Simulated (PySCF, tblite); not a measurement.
# C8H16Si: geometry, infrared bands, NMR shifts and electronic excitations, part 1 of 2

What infrared bands, NMR shifts and electronic excitations should C8H16Si (`C=C1CCC[C@@H](C[SiH3])C1`) show?

Programs: tblite 0.8.0 and PySCF 2.14.0, with density-fitted response routines of our own. Each step states its level of theory. These are calculated values for one molecule in the gas phase, unless marked as measured. Atoms count from 0, in the outputs and in this text.

## 1. The starting structure

25 atoms, charge 0, multiplicity 1; geometry from: force field or distance geometry start.

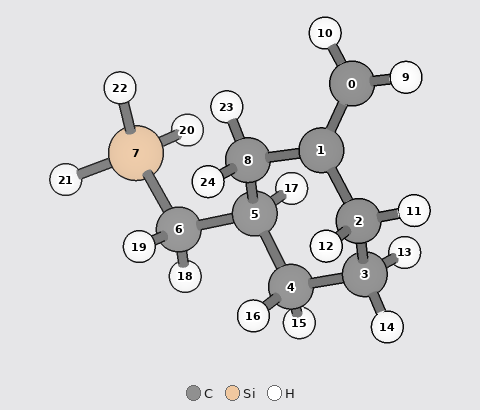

The starting geometry (carbon grey, silicon light orange, hydrogen white), atoms numbered.

## 2. Relaxing the molecule with GFN2-xTB

The job: settings as JSON, then the geometry in Å.

```
{"job": {"kind": "relax", "xc": "GFN2-xTB", "basis": "xTB"}, "charge": 0, "multiplicity": 1}
C     -2.039400     1.602100     1.419800
C     -1.580300     0.813100     0.439800
C     -2.364000    -0.339200    -0.115300
C     -1.578700    -1.629100    -0.042500
C     -0.192200    -1.499800    -0.657300
C      0.606300    -0.334400    -0.047600
C      1.986900    -0.221000    -0.743900
Si     3.306400     0.808800     0.117100
C     -0.192700     0.974700    -0.140500
H     -3.044300     1.462000     1.843100
H     -1.459900     2.419900     1.822500
H     -3.331100    -0.462700     0.408500
H     -2.618100    -0.114700    -1.156400
H     -1.465900    -1.936300     1.013900
H     -2.134100    -2.429200    -0.535500
H      0.352700    -2.438500    -0.520300
H     -0.298100    -1.337900    -1.742500
H      0.765200    -0.573600     1.018200
H      2.408700    -1.228200    -0.837200
H      1.856600     0.157600    -1.754100
H      3.542300     0.289700     1.485600
H      4.565600     0.747500    -0.658400
H      2.869300     2.228000     0.216300
H      0.329000     1.782900     0.364800
H     -0.301300     1.282400    -1.189100
```

On the command line:

```bash
$ OMP_NUM_THREADS=1 python probes_run.py task.json out
```

This one command runs all jobs of the session in turn.

The program printed:

```text
step      E/eV     max force
  0    -734.91480    1.031
  1    -734.95845    0.638
  2    -734.97003    0.406
  3    -734.97677    0.200
  4    -734.98269    0.159
  5    -734.98666    0.147
  6    -734.99021    0.146
  7    -734.99237    0.094
  8    -734.99401    0.078
  9    -734.99526    0.067
 10    -734.99637    0.072
 11    -734.99744    0.072
 12    -734.99863    0.077
 13    -734.99988    0.074
 14    -735.00095    0.057
 15    -735.00168    0.049
 16    -735.00222    0.048
 17    -735.00276    0.049
 18    -735.00334    0.060
 19    -735.00384    0.050
 20    -735.00423    0.048
 21    -735.00457    0.040
 22    -735.00496    0.045
 23    -735.00538    0.052
 24    -735.00580    0.039
 25    -735.00621    0.043
 26    -735.00665    0.044
 27    -735.00711    0.045
 28    -735.00749    0.043
 29    -735.00776    0.039
 30    -735.00798    0.032
 31    -735.00821    0.031
 32    -735.00843    0.038
 33    -735.00860    0.030
 34    -735.00874    0.027
 35    -735.00887    0.027
 36    -735.00900    0.025
 37    -735.00912    0.024
 38    -735.00924    0.029
 39    -735.00936    0.026
 40    -735.00948    0.021
 41    -735.00957    0.023
 42    -735.00965    0.023
 43    -735.00976    0.023
 44    -735.00989    0.032
 45    -735.01005    0.029
 46    -735.01019    0.023
 47    -735.01033    0.026
 48    -735.01046    0.026
 49    -735.01058    0.025
 50    -735.01069    0.021
 51    -735.01079    0.026
 52    -735.01092    0.022
 53    -735.01107    0.031
 54    -735.01124    0.028
 55    -735.01143    0.029
 56    -735.01165    0.035
 57    -735.01191    0.039
 58    -735.01220    0.043
 59    -735.01244    0.028
 60    -735.01262    0.026
 61    -735.01276    0.029
 62    -735.01290    0.032
 63    -735.01302    0.025
 64    -735.01312    0.019
 65    -735.01322    0.020
 66    -735.01332    0.026
 67    -735.01345    0.031
 68    -735.01358    0.023
 69    -735.01372    0.026
 70    -735.01385    0.023
 71    -735.01396    0.024
 72    -735.01407    0.020
 73    -735.01417    0.022
 74    -735.01426    0.021
 75    -735.01434    0.017
 76    -735.01442    0.017
 77    -735.01450    0.021
 78    -735.01460    0.024
 79    -735.01470    0.030
 80    -735.01480    0.026
 81    -735.01490    0.024
 82    -735.01501    0.022
 83    -735.01522    0.026
 84    -735.01542    0.032
 85    -735.01561    0.036
 86    -735.01576    0.037
 87    -735.01592    0.031
 88    -735.01608    0.023
 89    -735.01622    0.026
 90    -735.01635    0.024
 91    -735.01648    0.024
 92    -735.01666    0.032
 93    -735.01682    0.032
 94    -735.01697    0.026
 95    -735.01708    0.024
 96    -735.01719    0.021
 97    -735.01728    0.018
 98    -735.01736    0.014
 99    -735.01742    0.021
100    -735.01750    0.017
101    -735.01759    0.016
102    -735.01768    0.017
103    -735.01776    0.021
104    -735.01788    0.024
105    -735.01800    0.022
106    -735.01811    0.020
107    -735.01819    0.019
108    -735.01827    0.024
109    -735.01837    0.031
110    -735.01851    0.029
111    -735.01865    0.024
112    -735.01869    0.022
113    -735.01870    0.009
```

It took 0.9 s on 1 thread of Arm Neoverse V2, shared host; peak memory 0.18 GiB.

Step by step: (not every step is listed)

```csv
step,energy from step 0 (eV),largest force (eV/Å)
0,0.0000,1.0309
1,-0.0436,0.6377
2,-0.0552,0.4055
3,-0.0620,0.2001
4,-0.0679,0.1593
5,-0.0719,0.1469
6,-0.0754,0.1457
7,-0.0776,0.0940
8,-0.0792,0.0780
18,-0.0885,0.0597
28,-0.0927,0.0431
38,-0.0944,0.0292
48,-0.0957,0.0258
58,-0.0974,0.0434
68,-0.0988,0.0233
78,-0.0998,0.0244
88,-0.1013,0.0226
98,-0.1026,0.0139
108,-0.1035,0.0244
109,-0.1036,0.0309
110,-0.1037,0.0288
111,-0.1038,0.0240
112,-0.1039,0.0217
113,-0.1039,0.0085
```

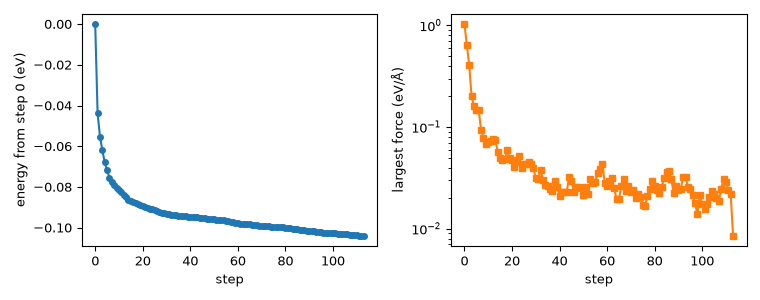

Energy and force, step by step.

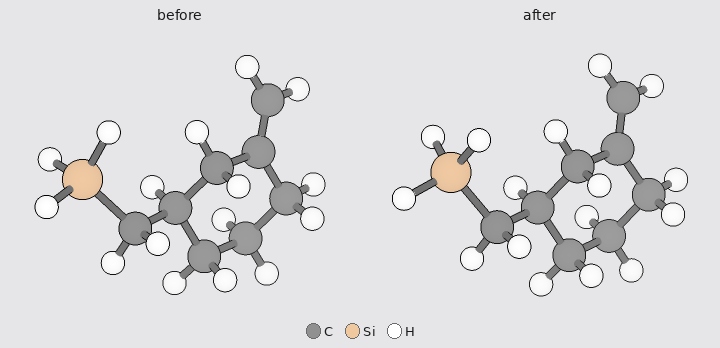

The geometry before (left) and after (right).

Close pairs (by a distance rule), those that changed most:

```csv
bond,before (Å),after (Å),change (Å)
Si7–H22,1.488,1.465,-0.024
C0–H9,1.099,1.077,-0.022
C5–C6,1.550,1.529,-0.022
C6–Si7,1.882,1.903,+0.021
Si7–H20,1.483,1.464,-0.018
C2–C3,1.512,1.530,+0.018
C0–C1,1.339,1.322,-0.017
Si7–H21,1.480,1.464,-0.016
```

The end geometry stands in the next job.

## 3. Infrared spectrum with GFN2-xTB

The job: settings as JSON, then the geometry in Å.

```
{"job": {"kind": "ir", "xc": "GFN2-xTB", "basis": "xTB"}, "charge": 0, "multiplicity": 1}
C     -1.909535     1.509519     1.523064
C     -1.511311     0.785883     0.490595
C     -2.349095    -0.293272    -0.128716
C     -1.592492    -1.622026    -0.067393
C     -0.227300    -1.491697    -0.734770
C      0.608612    -0.395705    -0.069389
C      1.985023    -0.285133    -0.725266
Si     3.177435     0.938739     0.112340
C     -0.155887     0.931617    -0.135369
H     -2.882223     1.380592     1.967913
H     -1.283524     2.269354     1.960479
H     -3.307921    -0.379157     0.385251
H     -2.544750    -0.043211    -1.175809
H     -1.457224    -1.907667     0.978571
H     -2.175758    -2.404641    -0.557594
H      0.301828    -2.446113    -0.674996
H     -0.359469    -1.250304    -1.793182
H      0.742605    -0.659505     0.986558
H      2.445217    -1.276690    -0.722207
H      1.855976    -0.015429    -1.776456
H      3.069330     0.809184     1.566672
H      4.543087     0.618945    -0.308902
H      2.875212     2.317607    -0.278297
H      0.410295     1.714544     0.371564
H     -0.269067     1.218710    -1.185527
```

The program printed:

```text
mode    cm-1     km/mol
  1      61.5      0.02
  2      83.4      0.05
  3     110.8      0.15
  4     129.9      0.29
  5     169.4      0.09
  6     244.1      0.29
  7     294.8      1.24
  8     369.5      0.63
  9     389.2      0.80
 10     415.6      0.89
 11     448.2      0.68
 12     471.4      3.27
 13     514.7     39.63
 14     551.9     52.13
 15     623.7      9.81
 16     712.1      0.77
 17     759.8     17.11
 18     773.1     23.91
 19     792.4    194.27
 20     796.7    296.75
 21     807.8    307.85
 22     824.5     15.75
 23     880.3      8.04
 24     888.2      3.25
 25     898.4     26.62
 26     923.7      0.36
 27     956.1      1.56
 28     970.7      5.85
 29     995.4      2.51
 30    1057.0     10.54
 31    1088.9      6.67
 32    1092.9      1.54
 33    1113.0      9.08
 34    1127.3      3.39
 35    1145.3      1.39
 36    1186.7      2.90
 37    1220.0      0.71
 38    1248.6      0.52
 39    1260.9      9.33
 40    1277.6      1.92
 41    1291.7      4.09
 42    1320.6      3.21
 43    1323.1      7.03
 44    1342.2      4.43
 45    1346.7      6.95
 46    1362.8      3.23
 47    1424.6      1.86
 48    1473.2      0.22
 49    1481.7      0.76
 50    1484.9      0.30
 51    1490.6      0.44
 52    1499.2      0.19
 53    1735.9     28.21
 54    2252.0    415.01
 55    2257.5    408.45
 56    2261.0    101.93
 57    2916.7     21.83
 58    2939.3     11.02
 59    2945.7     23.79
 60    2949.7     15.85
 61    2955.0     86.58
 62    2964.9     47.50
 63    2967.4     29.90
 64    2974.2    137.98
 65    2979.5     65.67
 66    2985.8     66.69
 67    2988.8     74.13
 68    3097.2     27.66
 69    3119.2     59.06
```

Run time: 1.1 s. Hardware: 1 thread of Arm Neoverse V2, shared host; peak memory 0.18 GiB.

Which atoms move in the most intense modes:

```
cm⁻¹  km/mol                                   atoms
 792   194.3                      H20 45 %, H22 24 %
 797   296.8  H21 24 %, Si7 18 %, H20 16 %, H22 15 %
 808   307.9                      H21 43 %, H22 41 %
2252   415.0                      H22 74 %, H21 21 %
2258   408.4                      H21 55 %, H20 31 %
2261   101.9            H20 64 %, H21 21 %, H22 13 %
2955    86.6  H16 40 %, H18 15 %, H13 10 %, H15 10 %
2974   138.0  H16 29 %, H15 24 %, H13 14 %, H19 11 %
```

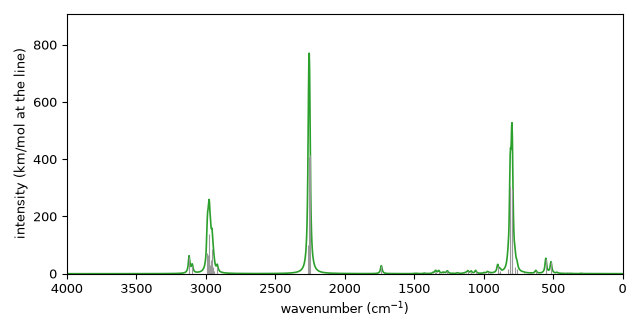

The infrared spectrum from these modes, unscaled. Lines are broadened to a width of 14 cm⁻¹ (Lorentzian).

## 4. Optimising the geometry at PBE0-D3(BJ)/def2-SVP

The job: settings as JSON, then the geometry in Å.

```
{"job": {"xc": "PBE0", "basis": "def2-SVP", "d3": "d3bj", "grid": 1, "shake": 0.01, "kind": "geom"}, "charge": 0, "multiplicity": 1}
C     -1.889130     1.483960     1.527240
C     -1.516990     0.781360     0.488440
C     -2.369290    -0.295590    -0.137370
C     -1.559260    -1.619770    -0.070920
C     -0.230110    -1.498380    -0.745320
C      0.604700    -0.390890    -0.071770
C      1.994600    -0.287130    -0.725020
Si     3.192890     0.944190     0.107290
C     -0.157720     0.937020    -0.116020
H     -2.884920     1.378160     1.977940
H     -1.292390     2.266440     1.969300
H     -3.302120    -0.378240     0.391950
H     -2.573030    -0.033000    -1.185410
H     -1.473910    -1.904900     0.985580
H     -2.180210    -2.415410    -0.557330
H      0.301300    -2.432060    -0.667520
H     -0.357530    -1.239190    -1.795240
H      0.733350    -0.653660     0.992380
H      2.443070    -1.284520    -0.719920
H      1.831040    -0.008530    -1.771540
H      3.052940     0.809800     1.557030
H      4.550660     0.598600    -0.318050
H      2.882310     2.329170    -0.299880
H      0.405310     1.717820     0.365470
H     -0.253160     1.206800    -1.181980
```

The program printed:

```text
step   0  E = -603.16048229  max force = 0.038751
step   1  E = -603.16782820  max force = 0.006177
step   2  E = -603.16803690  max force = 0.001010
step   3  E = -603.16808940  max force = 0.000919
step   4  E = -603.16814297  max force = 0.001525
step   5  E = -603.16818157  max force = 0.000894
step   6  E = -603.16819647  max force = 0.000380
optimisation converged
```

Run time: 3 min. Hardware: 1 thread of Arm Neoverse V2, shared host; peak memory 1 GiB.

The steps of the relaxation:

| step | energy from step 0 (eV) | largest force component (eV/Å) |
| --- | --- | --- |
| 0 | 0.0000 | 1.9927 |
| 1 | -0.1999 | 0.3176 |
| 2 | -0.2056 | 0.0519 |
| 3 | -0.2070 | 0.0473 |
| 4 | -0.2085 | 0.0784 |
| 5 | -0.2095 | 0.0460 |
| 6 | -0.2099 | 0.0195 |

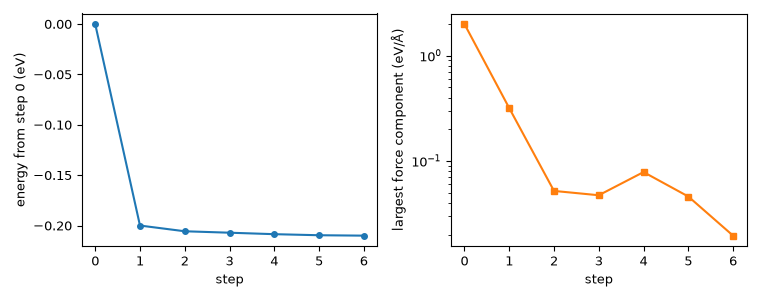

Energy and force, step by step.

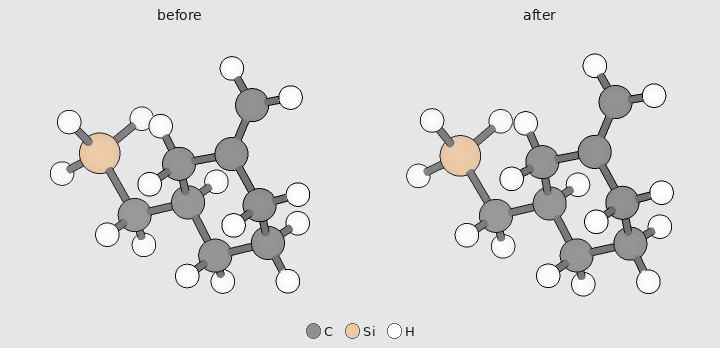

The geometry before (left) and after (right).

Close pairs (by a distance rule), those that changed most:

```csv
bond,before (Å),after (Å),change (Å)
Si7–H20,1.463,1.497,+0.035
Si7–H21,1.464,1.496,+0.032
C0–C1,1.308,1.337,+0.029
C3–C4,1.495,1.523,+0.028
C4–H15,1.077,1.103,+0.026
C8–H23,1.076,1.102,+0.026
C2–H11,1.076,1.101,+0.025
C2–C3,1.554,1.530,-0.024
```

The next job starts from the end point, and lists it.

```csv
at the end point,value
point group (found at 0.08 Å tolerance),C1
"rotational constants (GHz, main isotopes)","2.284, 0.802, 0.630"
dipole moment (D),1.24
```

(Continued in part 2 of 2.)
